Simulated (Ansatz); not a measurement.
BClH···SiH$_{4}$ (doublet)

| atom | x (Å) | y (Å) | z (Å) |
| --- | --- | --- | --- |
| B | -0.0177 | -0.4335 | -0.4678 |
| H | 0.7733 | 0.1549 | 1.8736 |
| H | 0.7654 | 0.3866 | -0.8062 |
| Cl | -1.7146 | -0.1292 | -0.3671 |
| Si | 0.0727 | 0.0336 | 3.1699 |
| H | -0.8505 | -1.1133 | 3.1155 |
| H | 1.0722 | -0.1739 | 4.2344 |
| H | -0.6812 | 1.2748 | 3.4249 |

Computed with UKS BHLYP-D4/6-31G* in Ansatz 0.2.0.

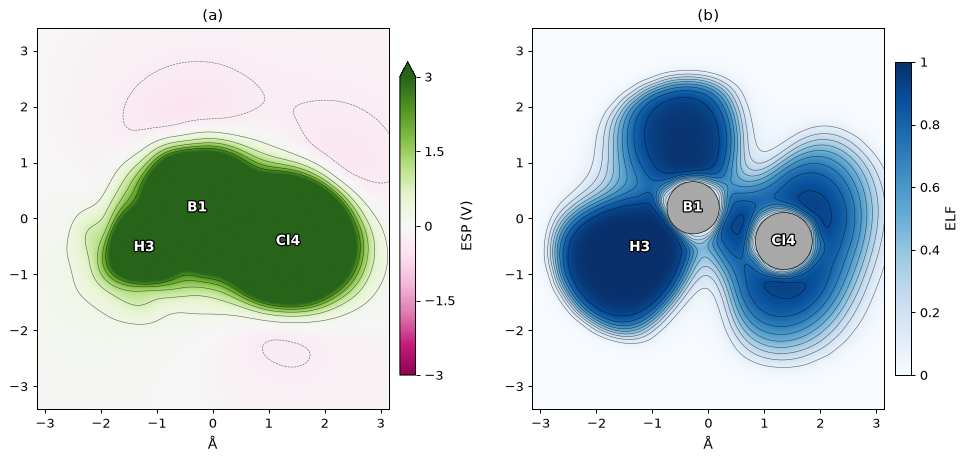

Figure 1. (a) electrostatic potential; (b) electron localisation function on the plane of atoms H3, B1 and Cl4. Grey discs cover the atomic cores in the ELF map.

Question: Describe what can be read from this map.

Answer: The section cuts through B, H and Cl sites.
B–Cl (1.73 Å): the ELF peaks at about 0.90 between the atoms; a polar covalent bond.
B–H (1.18 Å): the ELF climbs to about 1 towards the hydrogen, as it does in any bond to H (an ordinary covalent bond to hydrogen).
The ELF also peaks beside Cl4 and B1, away from the bonds: non-bonding electrons, paired or unpaired.
Outside the dense part of the complex the potential is most negative (−0.5 V) near B1.

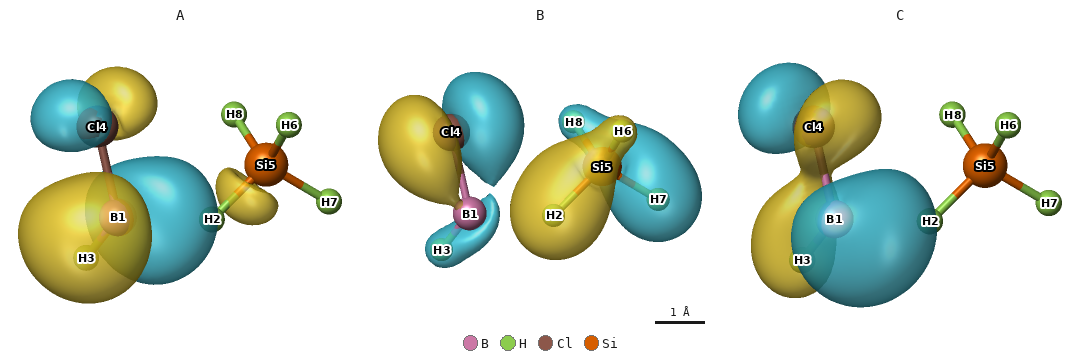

Figure 2. Three frontier orbitals at ±0.1 Å⁻³ᐟ² (yellow and cyan are the two phases), in no order.

Question: Order the three orbitals by energy and name them. All are α orbitals.

Answer: B is the HOMO−1 (α) (−11.01 eV). It lies mainly on Cl4 (about 35 %), Si5 (about 25 %), H2 (about 15 %) and H7 (about 15 %). C is the HOMO (α) (−7.18 eV). It lies mainly on B1 (about 65 %), Cl4 (about 25 %) and H3 (about 10 %). A is the LUMO (α) (−0.48 eV). By Hirshfeld shares it lies mainly on B1 (about 65 %), Cl4 (about 20 %) and H3 (about 5 %).

Question: What is the gap between the highest occupied and lowest empty α orbitals?

Answer: 6.70 eV between the orbital energies.

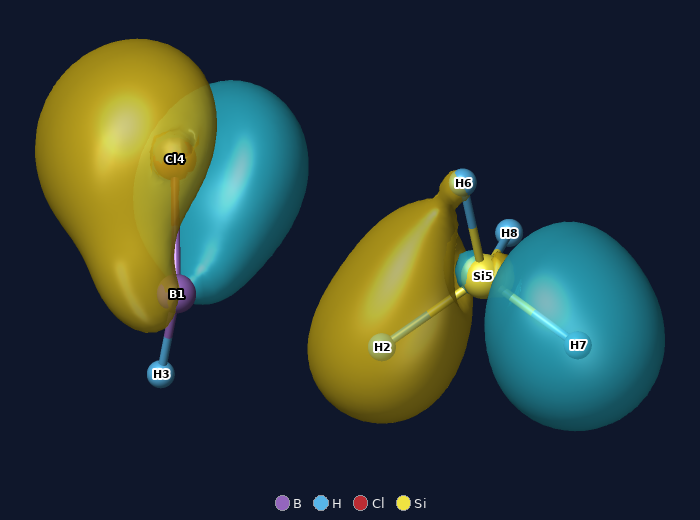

Figure 3. The HOMO−1 (β) at ±0.08 Å⁻³ᐟ² (yellow and cyan are the two phases), seen across its widest extent.

Question: What is the character of this orbital?

Answer: By Hirshfeld shares it lies mainly on Cl4 (about 50 %), Si5 (about 20 %), H7 (about 15 %), H2 (about 10 %) and B1 (about 5 %). Its energy is −11.10 eV.
